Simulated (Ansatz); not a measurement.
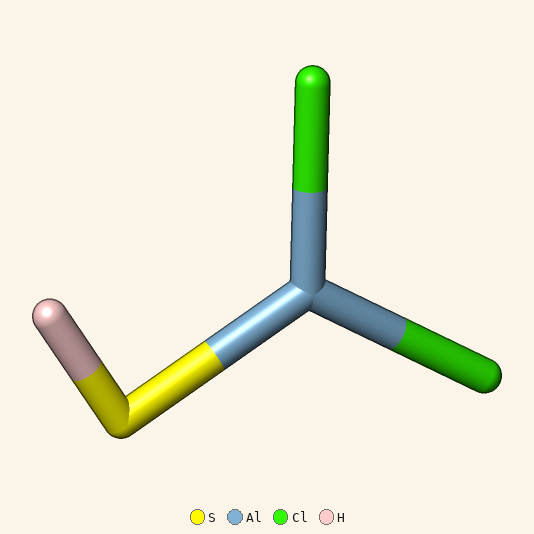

The computed structure is the end point of a PBE-D4/def2-SVP optimisation. No frequency run is at hand to confirm it as a minimum.

Draw it as a skeletal formula.

SMILES: [SH][Al]([Cl])[Cl]

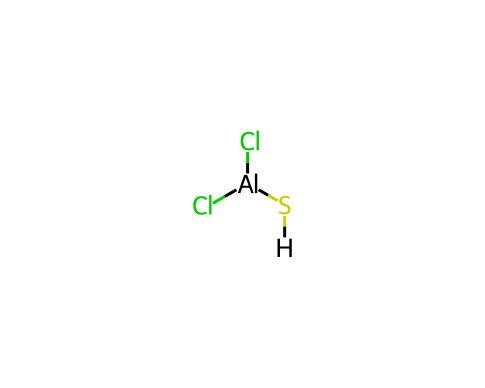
